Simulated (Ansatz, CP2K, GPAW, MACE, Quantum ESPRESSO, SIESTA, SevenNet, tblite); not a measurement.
# Running Ag(111)/Be(0001) interface (62 atoms) with GPAW, part 2 of 2

Wanted: GPAW inputs and outputs for Ag(111)/Be(0001) interface (62 atoms), checked against a plane-wave reference.

Program: GPAW 26.7.0; the method stands at each step. Banners, paths, timers and routine set-up lines are dropped from the logs unmarked, and long logs keep their key lines alone; longer cuts are marked.

So far. Step 2 (PBE, LCAO dzp, h 0.2 Å): Forces lie 37 % from the reference's, at 8.5 times its CPU time (on 1 against 4 cores). Step 3 (PBE, LCAO szp(dzp), h 0.2 Å): Against the first run (37 %), the force difference from the reference is 45 %, at 0.73 times the CPU time, with 402 basis functions against 618: the smaller basis costs accuracy.

### 4. LDA, LCAO dzp, h 0.2 Å

Method: Kohn-Sham DFT, LDA, PAW, atomic orbitals (dzp).

Contents of run.py:

```python
import numpy as np
from ase.io import read
from gpaw import GPAW, FermiDirac

atoms = read("structure.xyz")
atoms.calc = GPAW(
    mode="lcao",
    basis="dzp",
    h=0.2,
    xc="LDA",
    kpts={"size": (1, 1, 1), "gamma": True},
    occupations=FermiDirac(0.05),
    maxiter=200,
    symmetry={"point_group": False},
    txt="gpaw.txt",
)
energy = atoms.get_potential_energy(force_consistent=True)
forces = atoms.get_forces()
print(f"energy {energy:.6f} eV")
print("forces (eV/A)")
for i, (a, f) in enumerate(zip(atoms, forces)):
    print(f"{i:4d} {a.symbol:2s} {f[0]:10.5f} {f[1]:10.5f} {f[2]:10.5f}")
print(f"Fermi level {atoms.calc.get_fermi_level():.4f} eV")
for k in range(len(atoms.calc.get_ibz_k_points())):
    for s in range(atoms.calc.get_number_of_spins()):
        e = atoms.calc.get_eigenvalues(kpt=k, spin=s)
        n = np.searchsorted(e, atoms.calc.get_fermi_level())
        print(f"k {k} spin {s} levels about the Fermi level:", np.round(e[max(n - 6, 0):n], 4).tolist(), "|", np.round(e[n:n + 6], 4).tolist())
```

Contents of structure.xyz:

```xyz
62
Lattice="7.78060 0.00000 0.00000 3.89030 6.73820 0.00000 0.00000 0.00000 12.53554" Properties=species:S:1:pos:R:3 pbc="T T T"
[... 62 atom lines left out: the same atoms as in the first run ...]
```

On the command line:

```bash
OMP_NUM_THREADS=1 python run.py > output.txt
```

What it wrote:

```text
energy -212.006829 eV
forces (eV/A)
   0 Ag   -0.22016   -0.10650   -0.51290
   1 Ag    0.04926    0.00570    0.25495
   2 Ag    0.16417   -0.25140   -0.51928
   3 Ag    0.02654    0.13152    0.48565
   4 Ag    0.12706   -0.07065   -0.23371
   5 Ag   -0.03188    0.10725    0.56104
   6 Ag   -0.17725    0.22759   -0.55188
   7 Ag    0.24966   -0.20492    0.48067
   8 Ag   -0.10193    0.12004   -0.71870
   9 Ag   -0.04897   -0.20717    0.53622
  10 Ag   -0.09629   -0.06203   -0.36729
  11 Ag   -0.48604    0.06853    0.64064
  12 Ag    0.21040   -0.06317   -0.63560
  13 Ag    0.34827    0.41644    0.17735
  14 Be    0.43632   -0.01332    0.42247
  15 Be    0.14433   -0.07727   -0.37998
  16 Be   -0.54744    0.01620   -0.07367
  17 Be    0.30975   -0.09686   -0.18117
  18 Be    0.03661   -0.80059   -0.14982
  19 Be    0.56897   -0.09384    0.68231
  20 Be   -0.30229    0.36521    0.17912
  21 Be   -0.13423    0.59792    0.38285
  22 Be   -0.73346   -0.42022   -0.32329
  23 Be   -0.38415    1.40492    0.18187
[...]
54 Be    0.34056   -0.00324   -0.25103
  55 Be    0.90778   -0.54123    0.14061
  56 Be    0.15908    0.15602   -0.06858
  57 Be   -0.28536    0.57739   -0.01410
  58 Be   -0.54065    0.10996   -0.41466
  59 Be   -0.21890   -0.51428    0.05393
  60 Be    0.24233   -0.59071    0.85057
  61 Be    0.69632   -0.41938   -0.28011
Fermi level 7.0060 eV
k 0 spin 0 levels about the Fermi level: [5.8268, 5.9867, 6.5652, 6.7738, 6.7926, 6.9013] | [7.0077, 7.0409, 7.0776, 7.1211, 7.1973, 7.2691]
```

gpaw.txt:

```text
Input parameters:
  mode=LCAO(),
  basis={'default': 'dzp'},
  h=0.2,
  kpts=MonkhorstPack(size=(1, 1, 1), gamma=True),
  maxiter=200,
  occupations=Occupations(name='fermi-dirac', width=0.05, fixmagmom=False),
  symmetry=Symmetry(point_group=False),
  xc=XC(name='LDA')
Unit cell  # Å
| periodic |        x |        y |         z |   lengths |    angles |
[... lines left out ...]
  Fermi-Dirac:
[... lines left out ...]
convergence criteria:
- Maximum [total energy] change in last 3 cyles: 0.0005 eV / valence electron
[... lines left out ...]
Converged in 16 steps
[... lines left out ...]
  Free energy:    -212.006829
  Extrapolated:   -211.870188
dipole moment: (-8.997014, 68.771154, -118.964529)  # |e|*Ang
Fermi level: 7.006
Eigenvalues  # (at kpt = [0.000, 0.000, 0.000])
| band index |      eig [eV] | occ [0-2] |
|------------|---------------|-----------|
|          0 |       -48.786 |     2.000 |
|        ... |               |           |
|        158 |         5.240 |     2.000 |
|        159 |         5.275 |     2.000 |
[...]
|        173 |         8.049 |     0.000 |
|        ... |               |           |
|        204 |        12.502 |     0.000 |
Gap: 0.106 eV
Transition (v -> c):
  (s=0, k=0, n=165, [0.00, 0.00, 0.00]) -> (s=0, k=0, n=166, [0.00, 0.00, 0.00])
No difference between direct/indirect transitions
Force computation time: 33.824  # s
timing:  # [seconds]
  Total:  233.316  # ━━━━━━━━━━━━━━━━━━━━━━━━━━━━━━━━━━━━━━━━━━━━━━━━━━━━━━━━
  Init:     7.732  # ━━
  SCF:    191.720  # ━━━━━━━━━━━━━━━━━━━━━━━━━━━━━━━━━━━━━━━━━━━━━━
  Forces:  33.825  # ━━━━━━━━
```

Run time: 3.9 min. Hardware: 1 thread of Arm Neoverse V1, shared host; peak memory 0.84 GiB.

Against the reference:

```
r.m.s. force component                  : 0.432 eV/Å
r.m.s. difference of force components   : 168.7 meV/Å
longest difference of force vectors     : 509 meV/Å
force difference over r.m.s. force      : 41.49 %
slope of forces against the reference's : 0.9781
correlation of force components         : 0.9208
```

Against the first run (37 %), the force difference from the reference is 41 %, at 1.0 times the CPU time; the model has changed, so this is no error of the program alone.

### 5. Side by side

Differences are against the plane-wave reference, forces as r.m.s. over components; share is that over the reference's r.m.s. force, slope the least-squares factor from reference forces to these. Total energies of different programs have different zeros and aren't compared.

```
                                      run  Δ force, r.m.s. (meV/Å)  share (%)  slope  cores  CPU time  memory (GiB)
                                reference                        -          -      -      4      27 s          0.82
              GPAW PBE, LCAO dzp, h 0.2 Å                      151       37.0  1.104      1   3.8 min          0.83
GPAW PBE, LCAO szp(dzp), h 0.2 Å (coarse)                      184       45.4  1.072      1   2.8 min          0.79
              GPAW LDA, LCAO dzp, h 0.2 Å                      169       41.5  0.978      1   3.9 min          0.84
```

Rows marked coarse were listed beforehand as settings not expected to be converged; some can still land near the reference.

CPU time is summed over cores on a shared host, where runs went side by side, so it is rough. Symmetry, cutoffs, thresholds, outputs and thread counts weren't matched or tuned between programs; memory under MPI is the largest rank's times the ranks.

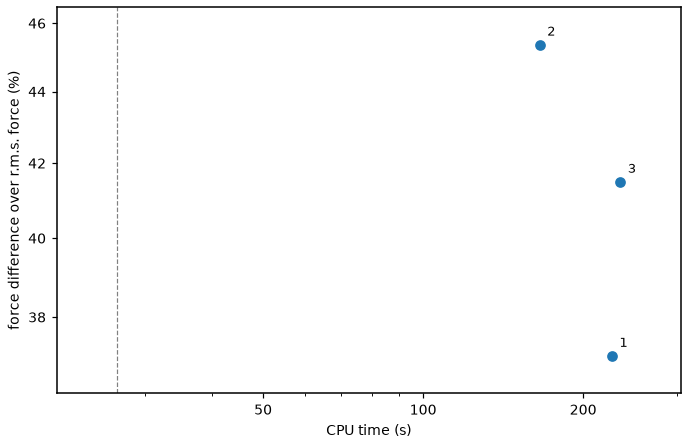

Force difference against CPU time; the dashed line marks the reference's time. Points: 1 GPAW PBE, LCAO dzp, h 0.2 Å; 2 GPAW PBE, LCAO szp(dzp), h 0.2 Å; 3 GPAW LDA, LCAO dzp, h 0.2 Å.

A second geometry, displaced anew (every atom was moved at random, 0.06 Å r.m.s. a Cartesian component), gives an energy difference that all programs can be tested on. The reference puts it at 25.70 meV/atom.

| run | energy less the first geometry's (meV/atom) | error (meV/atom) | force share at the second geometry (%) |
| --- | --- | --- | --- |
| GPAW PBE, LCAO dzp, h 0.2 Å | 33.33 | 7.63 | 34.4 |
| GPAW PBE, LCAO szp(dzp), h 0.2 Å | 34.31 | 8.61 | 44.2 |
| GPAW LDA, LCAO dzp, h 0.2 Å | 30.39 | 4.69 | 34.3 |

### 6. Summary of results

| Item | Value |
| --- | --- |
| nearest in forces | GPAW PBE, LCAO dzp, h 0.2 Å, 37 % |
| its CPU time | 3.8 min |

The PBE run in local orbitals, coarse settings apart, differs by 37 % (GPAW PBE, LCAO dzp, h 0.2 Å); basis, grid and potentials can all enter. Rows with another functional or a dispersion term differ by 41 % (GPAW LDA, LCAO dzp, h 0.2 Å), which mixes the change of model with differences of basis and potentials. Runs with settings chosen to be coarse differ by 45 % (GPAW PBE, LCAO szp(dzp), h 0.2 Å), their programs' other errors included. None of the electronic-structure runs in the table takes under half the reference's CPU time of 27 s; they take 6.2 to 8.8 times as much. The energy difference between the two geometries, 25.7 meV/atom in the reference, is met best by GPAW LDA, LCAO dzp, h 0.2 Å (+4.69) and worst by GPAW PBE, LCAO szp(dzp), h 0.2 Å (coarse) (+8.61). The potentials hold different valence shells: 362 electrons in the reference, 334 in GPAW; this bears on time and differences. The reference's stress is far from hydrostatic: its diagonal is 7.2, 7.4, -17.4 GPa, compression counted positive. The host structure and its lattice constant were typed by rule, without a check against the phase diagram. The electronic-structure runs sample only Γ, in a cell whose shortest periodic width is 7 Å, which is coarse for a cell with partly filled levels.

[Also dropped from logs without a mark: logging warnings of Python, and SIESTA's first energy breakdown and zero terms.]

[Logs are printed without paths, hosts, clocks, repeated set-up lines and the standing remarks that a program may print on its own settings, such as how far it seeks lower states.]

[Hosts, paths, dates, database ids (printed as entryN), source tags and the programs' standing remarks are cut or masked in the printed files.]
